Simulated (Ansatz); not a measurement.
# WS2 monolayer (2H) under biaxial strain in the plane of the sheet, part 2 of 2

Wanted: the shifts of the zone-centre modes of WS2 monolayer (2H) with strain.

Ansatz 0.2.0; DFT PBEsol, scalar-relativistic, plane waves, PAW; PAW set soft_1.

So far. Step 3 (Tight relaxation): The largest force component left is 0.060 meV/Å, within the tolerances set.

## 4. Zone-centre response at rest

The force constants come from the linear response of the density to a displacement.

The modes at rest are the reference of the series.

input.yaml

```yaml
crystal:
  lattice:
    - [3.1458467052, 0.0, 0.0]
    - [-1.5729233526, 2.7243831631, 0.0]
    - [0.0, 0.0, 30.0]
  atoms:
    - { symbol: W, position: [0.3333333333, 0.6666666667, 0.3333333333] }
    - { symbol: S, position: [0.6666666667, 0.3333333333, 0.3855621539] }
    - { symbol: S, position: [0.6666666667, 0.3333333333, 0.2811045128] }
  periodic: [true, true, false]
kpoints:
  mp_grid: { grid: [12, 12, 1] }
hamiltonian:
  xc: pbesol
  pseudopotentials: { kind: paw, azcp: { folder: soft_1 }, xc_functional: pbe }
scf:
  occupations: { method: fixed }
output:
  eigenvalues: true
phonons:
  method: dfpt
```

Started as:

```
$ ansatz run input.yaml --threads 4 --pin off --max-ram 16384MiB --backend cpu --events-out ev --progress --plain --runs-dir out
```

Numbers of over 12 decimals in the logs are rounded to 6 here.

What it wrote:

```text
[...]
Crystal: 3 atoms, lattice volume = 257.115 Å³
Basis set: ecut = 420 eV, 4961 PW (Γ), exchange–correlation on 48×48×432 points (8 copies of the dense FFT grid, shifted against one another)
Bands: 17, of which v1, the nominal top of the filled ones, is band 13 counted from 1 (12 counted from 0)
Symmetry: 12 space group operations
k-points: 43 of 144 (irreducible under 2 space group operations, time reversal used)
[...]
SCF iter   1: F=—  HF=-12030.505340 eV  |F-HF|=—  |Δ(HF+E_count)|=         —  Δρ=2.05e-2  dr2=1.27e0  ethr=3.10e-3  ⟨swp⟩=7.6  Hψ=5333  notcnv=0  defer=68
[...]
SCF iter  10: F=-12030.069990 eV  HF=-12030.069990 eV  |F-HF|=7.28e-12  |Δ(HF+E_count)|=  1.89e-10  Δρ=5.64e-8  dr2=6.44e-12  ethr=1.00e-12  ⟨swp⟩=23.2  Hψ=9699  notcnv=0
SCF 1 converged in 10 iterations: F = -12030.069990 eV  dr2 = 6.44e-12
[...]
DFPT response loops at Γ: preconditioner auto → none (the input reference at scf.mixing.eps_inf says where Resta's filter doesn't serve); β = 0.50; Broyden in place of MSR1
SCF converged after 10 iterations
Free energy (F): -12030.069990 eV
[...]
Internal energy: -12030.069990 eV  (E = F + TS)
E sigma→0 (E₀):  -12030.069990 eV
Fermi energy:    -5.738570 eV
[...]
--- Band table (eV; the first three rows and the last of 43) ---
  k-point 0: bands = [... 9 lower, -7.9207, -7.3086, -7.3086, -5.8639, -2.7482, -2.7482, -2.5709, -2.5709]
  k-point 1: bands = [... 9 lower, -8.3144, -7.4980, -7.1240, -5.9129, -2.8838, -2.8591, -2.6816, -2.5243]
  k-point 2: bands = [... 9 lower, -8.1450, -7.9376, -7.1265, -6.1594, -3.3429, -2.9193, -2.8542, -2.0140]
  k-point 42: bands = [... 9 lower, -9.3551, -9.1162, -7.6562, -6.3483, -3.2456, -2.3021, -2.2781, -0.4687]
--- Phonons (Γ-DFPT): 4 representative perturbations + reference, on 43 of 144 k-points (Σ response iterations 17) ---
  k mesh reduced under 2 symmetry operations, with k and −k counted as one. Each operation leaves every solved perturbation unchanged. A smaller set is not used because it would not reduce the number of displacements times k-points to solve
  ASR residual: 7.087e-5 → 0.000e0 eV/Å²; symmetrization residual: 1.246e-5 eV/Å²
  ASR residual per site (eV/Å²): 7.09e-5 4.12e-5 4.12e-5
  Γ frequencies (cm⁻¹): 0.00 0.00 0.00 295.32 295.32 355.58 355.58 416.22 437.89
  non-analytic LO–TO correction: not included (Born effective charges unavailable; polar crystals: no LO–TO splitting at Γ)
```

Elapsed: 28 s, on 4 threads of Arm Neoverse V2, shared host; peak memory 1 GiB.

Numbers from this step:

```yaml
sum_rule_residual_before_enforcement: 7.09e-5 eV/Å²
point_group: -6m2
highest_optical_mode_at_the_zone_centre_no_lo_to_term: 437.9 cm⁻¹
lowest_optical_zone_centre_mode: 295.3 cm⁻¹
```

Without the LO-TO term. Patterns of degenerate modes are one choice out of their space. The modes at Γ (shares of kinetic energy by element, %):

| mode | frequency (cm⁻¹) | symmetry | W % | S % |
| --- | --- | --- | --- | --- |
| 1 | 0.0 | acoustic | 74 | 26 |
| 2 | 0.0 | acoustic | 74 | 26 |
| 3 | 0.0 | acoustic | 74 | 26 |
| 4 | 295.3 | E'' | 0 | 100 |
| 5 | 295.3 | E'' | 0 | 100 |
| 6 | 355.6 | E' | 26 | 74 |
| 7 | 355.6 | E' | 26 | 74 |
| 8 | 416.2 | A1' | 0 | 100 |
| 9 | 437.9 | A2'' | 26 | 74 |

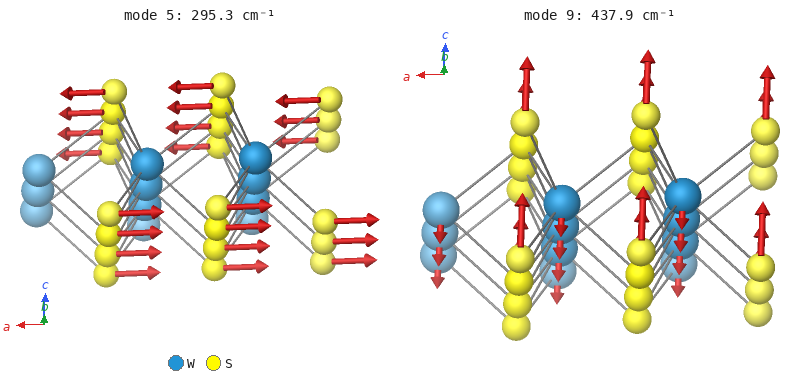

Displacement patterns of modes 5 and 9 at Γ; arrows are exaggerated. 2×3×1 cells are drawn. Some periodic images of atoms are drawn too.

Before it was imposed, the acoustic sum rule was missed by 7.1e-5 eV/Å². Small misses are needed for a sound result but don't prove that mesh and cutoff are converged. The lowest optical mode is real, 295 cm⁻¹.

## 5. A member of the series: biaxial strain of +5 % in the plane of the sheet

The cell takes a biaxial strain of +5 % in the plane of the sheet. The cell is held, and the atoms relax in it.

input.yaml, the sections that differ from step 4:

```yaml
crystal:
  lattice:
    - [3.3031390404, 0.0, 0.0]
    - [-1.6515695202, 2.8606023212, 0.0]
    - [0.0, 0.0, 30.0]
  atoms:
    - { symbol: W, position: [0.3333333333, 0.6666666667, 0.3333333333] }
    - { symbol: S, position: [0.6666666667, 0.3333333333, 0.3841089052] }
    - { symbol: S, position: [0.6666666667, 0.3333333333, 0.2825577614] }
  periodic: [true, true, false]
output:
  forces: true
  stress: true
  eigenvalues: true
relax:
  adjacent_minimum: "off"
  f_tol: 0.001
  max_steps: 60
# kpoints, hamiltonian, scf: as in step 4
# phonons: removed
```

What it wrote:

```text
[...]
--- Relaxed structure (4 steps of the walk, 4 accepted, 0 SCFs on fresh bases) ---
  F+E_penalty+E_count = -12029.84409073 eV   max|allowed force component| = 9.149e-4 eV/Å
  cell:  # Å, volume = 283.4690 Å³
    - [3.303139, 0.0, 0.0]
    - [-1.651570, 2.860602, 0.0]
    - [0.0, 0.0, 30.0]
  atoms:
    - { symbol: W, position: [0.333333, 0.666667, 0.333333] }
    - { symbol: S, position: [0.666667, 0.333333, 0.383774] }
    - { symbol: S, position: [0.666667, 0.333333, 0.282892] }
[key lines of the parts left out:]
SCF converged after 5 iterations
Free energy (F): -12029.844091 eV
Fermi energy:    -5.494986 eV
P = ½ c Tr σ = -7.6693 N/m
```

It took 10 s on 4 threads; peak memory 0.54 GiB.

The steps of the relaxation:

| step | energy less that of the first step (eV) | largest force component (eV/Å) |
| --- | --- | --- |
| 1 | 0.0000 | 0.1941 |
| 2 | -0.0008 | 0.1529 |
| 3 | -0.0019 | 0.0009 |
| 4 | -0.0019 | 0.0009 |

The run keeps the 12 symmetry operations that it works with, so distortions that break them were not tested.

The atoms that moved most (Å):

```
atom     dx     dy      dz  length
  S3  0.000  0.000   0.010   0.010
  S2  0.000  0.000  -0.010   0.010
```

The relaxed structure:

```
W S
1.0
     3.30314    0.00000    0.00000
    -1.65157    2.86060    0.00000
     0.00000    0.00000   30.00000
W S
1 2
Direct
  0.33333 0.66667 0.33333
  0.66667 0.33333 0.38377
  0.66667 0.33333 0.28289
```

This step gave:

```
gap on the k-mesh : 0.8386 eV
area per atom     : 3.15 Å²
```

The largest force component left is 0.91 meV/Å.

## 6. Zone-centre modes of the member: biaxial strain of +5 % in the plane of the sheet

The zone-centre modes follow for biaxial strain of +5 % in the plane of the sheet.

input.yaml, the sections that differ from step 5:

```yaml
crystal:
  lattice:
    - [3.3031390404, 0.0, 0.0]
    - [-1.6515695202, 2.8606023212, 0.0]
    - [0.0, 0.0, 30.0]
  atoms:
    - { symbol: W, position: [0.3333333333, 0.6666666667, 0.3333333333] }
    - { symbol: S, position: [0.6666666667, 0.3333333333, 0.3837742431] }
    - { symbol: S, position: [0.6666666667, 0.3333333333, 0.2828924235] }
  periodic: [true, true, false]
output:
  eigenvalues: true
phonons:
  method: dfpt
# kpoints, hamiltonian, scf: as in step 5
# relax: removed
```

What it wrote:

```text
[...]
Crystal: 3 atoms, lattice volume = 283.469 Å³
Basis set: ecut = 420 eV, 5633 PW (Γ), exchange–correlation on 48×48×432 points (8 copies of the dense FFT grid, shifted against one another)
Bands: 17, of which v1, the nominal top of the filled ones, is band 13 counted from 1 (12 counted from 0)
Symmetry: 12 space group operations
k-points: 43 of 144 (irreducible under 2 space group operations, time reversal used)
[...]
SCF iter   1: F=—  HF=-12030.261717 eV  |F-HF|=—  |Δ(HF+E_count)|=         —  Δρ=2.08e-2  dr2=1.36e0  ethr=3.10e-3  ⟨swp⟩=7.8  Hψ=5236  notcnv=0  defer=60
[...]
SCF iter  13: F=-12029.844091 eV  HF=-12029.844091 eV  |F-HF|=1.82e-11  |Δ(HF+E_count)|=  2.55e-11  Δρ=3.61e-8  dr2=2.69e-12  ethr=1.00e-12  ⟨swp⟩=20.7  Hψ=8706  notcnv=0
SCF 1 converged in 13 iterations: F = -12029.844091 eV  dr2 = 2.69e-12
[...]
SCF converged after 13 iterations
Free energy (F): -12029.844091 eV
[...]
Internal energy: -12029.844091 eV  (E = F + TS)
E sigma→0 (E₀):  -12029.844091 eV
Fermi energy:    -5.494981 eV
[...]
--- Band table (eV; the first three rows and the last of 43) ---
  k-point 0: bands = [... 9 lower, -7.8327, -7.8327, -7.5090, -5.4950, -3.2744, -3.2744, -2.9379, -2.9379]
  k-point 1: bands = [... 9 lower, -8.2876, -7.9872, -7.2059, -5.6062, -3.3660, -3.1288, -3.0708, -3.0385]
  k-point 2: bands = [... 9 lower, -8.6943, -8.3526, -7.0841, -5.9854, -3.3738, -3.3447, -3.2703, -2.5841]
  k-point 42: bands = [... 9 lower, -9.1822, -9.1587, -7.5106, -6.5718, -3.7419, -3.0418, -2.4549, -1.0804]
[...]
ASR residual: 6.285e-5 → 0.000e0 eV/Å²; symmetrization residual: 4.357e-6 eV/Å²
  ASR residual per site (eV/Å²): 6.28e-5 4.62e-5 4.62e-5
  Γ frequencies (cm⁻¹): 0.00 0.00 0.00 279.05 279.05 331.02 331.02 408.59 410.62
[...]
```

The job ended after 28 s (4 threads; peak memory 1.1 GiB; 1.8 min of CPU time).

Numbers from this step:

- sum-rule residual before enforcement: 6.28e-5 eV/Å²
- highest optical mode at the zone centre (no LO-TO term): 410.6 cm⁻¹
- lowest optical zone-centre mode: 279.1 cm⁻¹

Without the LO-TO term. Patterns of degenerate modes are one choice out of their space. The modes at Γ (shares of kinetic energy by element, %):

```
mode  frequency (cm⁻¹)  symmetry  W %  S %
   1               0.0  acoustic   74   26
   2               0.0  acoustic   74   26
   3               0.0  acoustic   74   26
   4             279.1       E''    0  100
   5             279.1       E''    0  100
   6             331.0        E'   26   74
   7             331.0        E'   26   74
   8             408.6       A1'    0  100
   9             410.6      A2''   26   74
```

The lowest optical mode is real, 279 cm⁻¹, and the highest lies at 410.6 cm⁻¹.

Between step 4 and this run (strain 5 %) the value for the highest optical mode at the zone centre (no LO-TO term) moves from 438 cm⁻¹ to 411 cm⁻¹ (-6 %).

## 7. Relaxation of a member: biaxial strain of -3 % in the plane of the sheet

The cell takes a biaxial strain of -3 % in the plane of the sheet. The cell is held, and the atoms relax in it.

input.yaml, the sections that differ from step 6:

```yaml
crystal:
  lattice:
    - [3.051471304, 0.0, 0.0]
    - [-1.525735652, 2.6426516682, 0.0]
    - [0.0, 0.0, 30.0]
  atoms:
    - { symbol: W, position: [0.3333333333, 0.6666666667, 0.3333333333] }
    - { symbol: S, position: [0.6666666667, 0.3333333333, 0.3863492866] }
    - { symbol: S, position: [0.6666666667, 0.3333333333, 0.28031738] }
  periodic: [true, true, false]
output:
  forces: true
  stress: true
  eigenvalues: true
relax:
  adjacent_minimum: "off"
  f_tol: 0.001
  max_steps: 60
# kpoints, hamiltonian, scf: as in step 6
# phonons: removed
```

What it wrote:

```text
[...]
Crystal: 3 atoms, lattice volume = 241.919 Å³
Basis set: ecut = 420 eV, 4709 PW (Γ), exchange–correlation on 48×48×432 points (8 copies of the dense FFT grid, shifted against one another)
Bands: 17, of which v1, the nominal top of the filled ones, is band 13 counted from 1 (12 counted from 0)
Symmetry: 12 space group operations
[...]
--- Relaxed structure (4 steps of the walk, 4 accepted, 0 SCFs on fresh bases) ---
  F+E_penalty+E_count = -12029.97467272 eV   max|allowed force component| = 1.804e-4 eV/Å
  cell:  # Å, volume = 241.9193 Å³
    - [3.051471, 0.0, 0.0]
    - [-1.525736, 2.642652, 0.0]
    - [0.0, 0.0, 30.0]
  atoms:
    - { symbol: W, position: [0.333333, 0.666667, 0.333333] }
    - { symbol: S, position: [0.666667, 0.333333, 0.386756] }
    - { symbol: S, position: [0.666667, 0.333333, 0.279910] }
[key lines of the parts left out:]
SCF converged after 5 iterations
Free energy (F): -12029.974673 eV
Fermi energy:    -5.619055 eV
P = ½ c Tr σ = 6.3204 N/m
```

The job ended after 9.7 s (4 threads; peak memory 0.51 GiB; 37 s of CPU time).

The steps of the relaxation:

```csv
step,energy less that of the first step (eV),largest force component (eV/Å)
1,0.0000,0.2598
2,-0.0027,0.0936
3,-0.0032,0.0002
4,-0.0032,0.0002
```

The run keeps the 12 symmetry operations that it works with, so distortions that break them were not tested.

The atoms that moved most (Å):

```csv
atom,dx,dy,dz,length
S2,0.000,0.000,0.012,0.012
S3,0.000,0.000,-0.012,0.012
```

The relaxed structure:

```xyz
3
Lattice="3.0515 0.0000 0.0000 -1.5257 2.6427 0.0000 0.0000 0.0000 30.0000" Properties=species:S:1:pos:R:3
W     0.0000    1.7618   10.0000
S     1.5257    0.8809   11.6027
S     1.5257    0.8809    8.3973
```

Numbers from this step:

```
gap on the k-mesh : 1.826 eV
area per atom     : 2.688 Å²
```

The largest force component left is 0.18 meV/Å.

## 8. Zone-centre modes of the member: biaxial strain of -3 % in the plane of the sheet

The zone-centre modes follow for biaxial strain of -3 % in the plane of the sheet.

input.yaml, the sections that differ from step 7:

```yaml
crystal:
  lattice:
    - [3.051471304, 0.0, 0.0]
    - [-1.525735652, 2.6426516682, 0.0]
    - [0.0, 0.0, 30.0]
  atoms:
    - { symbol: W, position: [0.3333333333, 0.6666666667, 0.3333333333] }
    - { symbol: S, position: [0.6666666667, 0.3333333333, 0.3867564851] }
    - { symbol: S, position: [0.6666666667, 0.3333333333, 0.2799101816] }
  periodic: [true, true, false]
output:
  eigenvalues: true
phonons:
  method: dfpt
# kpoints, hamiltonian, scf: as in step 7
# relax: removed
```

What it wrote:

```text
[...]
Crystal: 3 atoms, lattice volume = 241.919 Å³
Basis set: ecut = 420 eV, 4709 PW (Γ), exchange–correlation on 48×48×432 points (8 copies of the dense FFT grid, shifted against one another)
Bands: 17, of which v1, the nominal top of the filled ones, is band 13 counted from 1 (12 counted from 0)
Symmetry: 12 space group operations
k-points: 43 of 144 (irreducible under 2 space group operations, time reversal used)
[...]
k-point 2: bands = [... 9 lower, -7.7474, -7.5949, -7.0575, -6.3340, -3.3356, -2.6827, -2.5221, -1.6231]
  k-point 42: bands = [... 9 lower, -9.4811, -9.0958, -7.7219, -6.2206, -3.1400, -2.2958, -1.5976, -0.0971]
[...]
ASR residual: 2.317e-4 → 0.000e0 eV/Å²; symmetrization residual: 8.599e-6 eV/Å²
  ASR residual per site (eV/Å²): 2.32e-4 1.84e-4 1.84e-4
  Γ frequencies (cm⁻¹): 0.00 0.00 0.00 300.59 300.59 364.41 364.41 421.16 450.52
[...]
[key lines of the parts left out:]
SCF converged after 12 iterations
Free energy (F): -12029.974673 eV
Fermi energy:    -5.619065 eV
```

Run time: 28 s. Hardware: 4 threads; peak memory 0.98 GiB.

Numbers from this step:

* sum-rule residual before enforcement: 2.32e-4 eV/Å²
* highest optical mode at the zone centre (no LO-TO term): 450.5 cm⁻¹
* lowest optical zone-centre mode: 300.6 cm⁻¹

Without the LO-TO term. Patterns of degenerate modes are one choice out of their space. The modes at Γ (shares of kinetic energy by element, %):

```
mode  frequency (cm⁻¹)  symmetry  W %  S %
   1               0.0  acoustic   74   26
   2               0.0  acoustic   74   26
   3               0.0  acoustic   74   26
   4             300.6       E''    0  100
   5             300.6       E''    0  100
   6             364.4        E'   26   74
   7             364.4        E'   26   74
   8             421.2       A1'    0  100
   9             450.5      A2''   26   74
```

The lowest optical mode is real, 301 cm⁻¹, and the highest lies at 450.5 cm⁻¹.

For the highest optical mode at the zone centre (no LO-TO term), step 4 gave 438 cm⁻¹; this run, with strain -3 %, gives 451 cm⁻¹ (+3 %).

## 9. The series together

The members are set side by side, also those not shown above.

Energies are extrapolated to zero smearing, and E0 is that at rest; the cell is clamped and the atoms are relaxed. State of the crystal along the series:

```
strain (%)  E - E0 (meV/atom)  gap on mesh (eV)
        -3              31.77             1.826
        -2              13.82             1.895
        -1              3.389             1.961
         0                  0             1.937
         1              3.256             1.782
         2              12.76              1.52
         3              28.15             1.275
         4               49.1             1.048
         5               75.3            0.8386
```

Optical modes are counted from below at rest and tracked from member to member by their patterns, and modes that stay within 0.3 cm⁻¹ of each other stand once; labels, where given, are those at rest; the cell is clamped and the atoms are relaxed. Optical modes along the series:

```
strain (%)  optical mode 1 E'' (cm⁻¹)  optical mode 2 E' (cm⁻¹)  optical mode 3 A1' (cm⁻¹)  optical mode 4 A2'' (cm⁻¹)
        -3                      300.6                     364.4                      421.2                       450.5
        -2                      299.2                       362                      419.5                       446.6
        -1                      297.5                     359.1                      417.8                       442.4
         0                      295.3                     355.6                      416.2                       437.9
         1                      292.8                     351.6                      414.6                         433
         2                      289.9                     347.1                      413.1                       427.9
         3                      286.6                     342.2                      411.6                       422.4
         4                        283                     336.8                      410.1                       416.6
         5                      279.1                       331                      408.6                       410.6
```

Value and slope at zero strain of a cubic (a lower polynomial where under five rows exist) through the rows within 2 % of rest. Slopes at rest:

```
               mode  frequency (cm⁻¹)  shift per percent of strain (cm⁻¹)
 optical mode 1 E''             295.3                               -2.33
  optical mode 2 E'             355.6                               -3.73
 optical mode 3 A1'             416.2                               -1.59
optical mode 4 A2''             437.9                               -4.71
```

## 10. Results

```yaml
members: 9
highest_optical_mode_at_the_zone_centre_no_lo_to_term_at_rest: 437.9 cm⁻¹
optical_mode_1_e_shift_per_percent: -2.33 cm⁻¹
optical_mode_2_e_shift_per_percent: -3.73 cm⁻¹
optical_mode_3_a1_shift_per_percent: -1.59 cm⁻¹
optical_mode_4_a2_shift_per_percent: -4.71 cm⁻¹
```

**Reading.** The fastest shift in the table of slopes is -4.7 cm⁻¹ for each percent (optical mode 4 A2''). These are harmonic frequencies at zero temperature: anharmonic shifts, linewidths and thermal expansion are left out. Spin-orbit coupling is left out, which can matter for the heavy elements here. The starting cell was built on a prototype and not taken from a measurement. The PAW files were made for PBE; the program adapts parts of them to the functional of the run, but their partial waves stay those of PBE, an approximation that was not tested in this session. Only the zone centre was solved, so an instability at another wavevector cannot show here. In a sheet the LO-TO splitting vanishes at the zone centre, so no such term is missing here.

[Logs are printed without paths, hosts, clocks, repeated set-up lines and the standing remarks that a program may print on its own settings, such as how far it seeks lower states.]

[Hosts, paths, dates, database ids (printed as entryN), source tags and the programs' standing remarks are cut or masked in the printed files.]
